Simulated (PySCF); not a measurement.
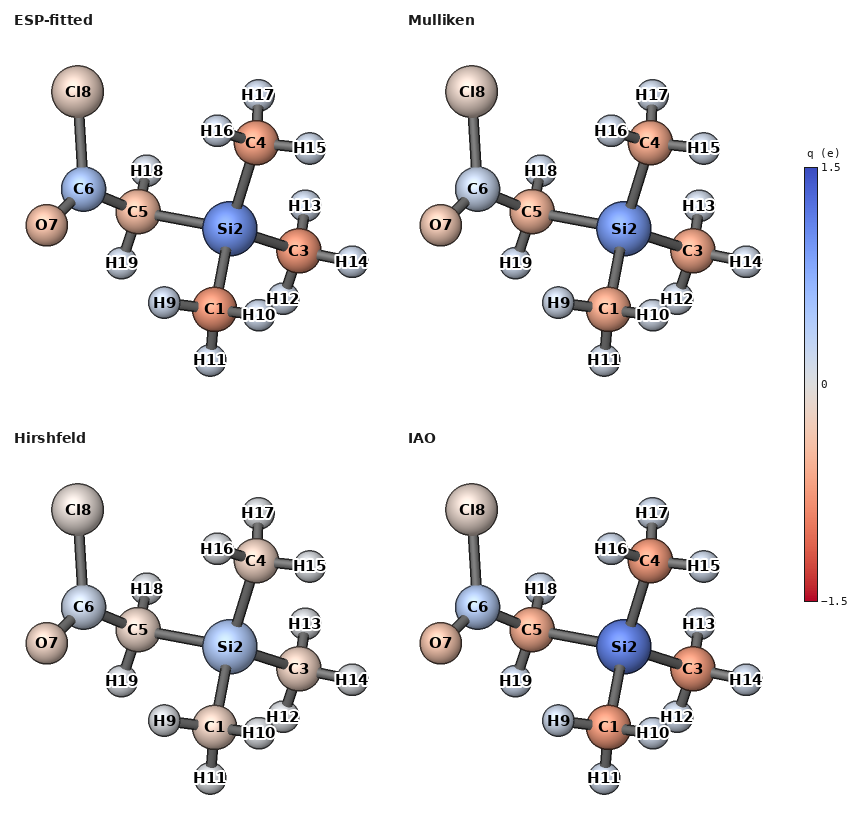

Atomic charges of one calculation by 4 schemes, on one colour scale. The geometry was computed by an optimisation with GFN2-xTB. No frequency run is at hand to confirm it as a minimum. Level of theory: PBE0/pcSseg-1 (PySCF 2.14.0).

**On which atom do the schemes disagree most?**

On Si2 (from 0.43 to 1.09 e).

List the charges (e), one line for each set of equivalent atoms.

```tsv
atom	ESP-fitted	Mulliken	Hirshfeld	IAO
C1	−0.74	−0.61	−0.21	−0.72
Si2	0.95	0.90	0.43	1.09
C3	−0.74	−0.61	−0.21	−0.72
C4	−0.69	−0.61	−0.22	−0.72
C5	−0.45	−0.49	−0.16	−0.58
C6	0.48	0.22	0.18	0.38
O7	−0.40	−0.31	−0.21	−0.37
Cl8	−0.19	−0.15	−0.07	−0.14
H9	0.19	0.16	0.04	0.17
H10	0.17	0.14	0.04	0.16
H11	0.17	0.14	0.04	0.16
H12	0.16	0.14	0.04	0.16
H13	0.17	0.14	0.04	0.16
H14	0.18	0.14	0.04	0.16
H15	0.16	0.14	0.04	0.16
H16	0.16	0.16	0.04	0.16
H17	0.15	0.15	0.04	0.16
H18	0.11	0.18	0.05	0.18
H19	0.15	0.18	0.06	0.18
```

The geometry is semi-empirical. Around Si such bond lengths and angles can be off by a tenth of an ångström or more and by several degrees, and values that hang on the shape move with them.
